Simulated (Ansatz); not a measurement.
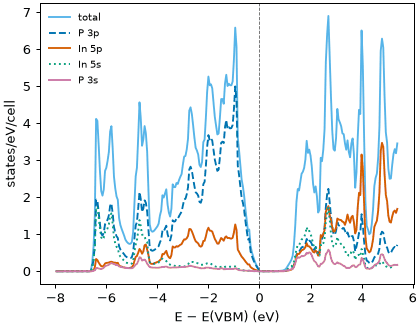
Fig. 1. Total and projected density of states of InP in space group P6_422 (No. 181; In on 3c, P on 3d), DFT-r²SCAN in the program Ansatz with PAW potentials

Q: Which orbitals carry the states next to the gap?

A: Top 1 eV of the valence band: P 3p 79 %, In 5p 17 %. Bottom 1 eV of the conduction band: In 5s 38 %, P 3p 22 %, P 3s 17 %, In 5p 17 %, outside the projected shells 6 %. Projections are on Löwdin-orthogonalised atomic valence shells; empty p or d shells of many metals are not among them.

Q: Where is the tallest occupied peak in this window, and what makes it?

A: Near -1.0 eV, about 6.6 states/eV per cell; the largest projected share is P 3p.

The start of the workflow was typed in or built on a structure type; neither database checked (COD, Materials Project) lists it. It is not the phase usual at ambient conditions (space group No. 216). The cell was relaxed with r²SCAN under the symmetry of its start; whether a distortion lowers the energy is not shown. Spin–orbit coupling is left out wherever it is not named.

Potentials: the earlier of the program's two PAW sets.
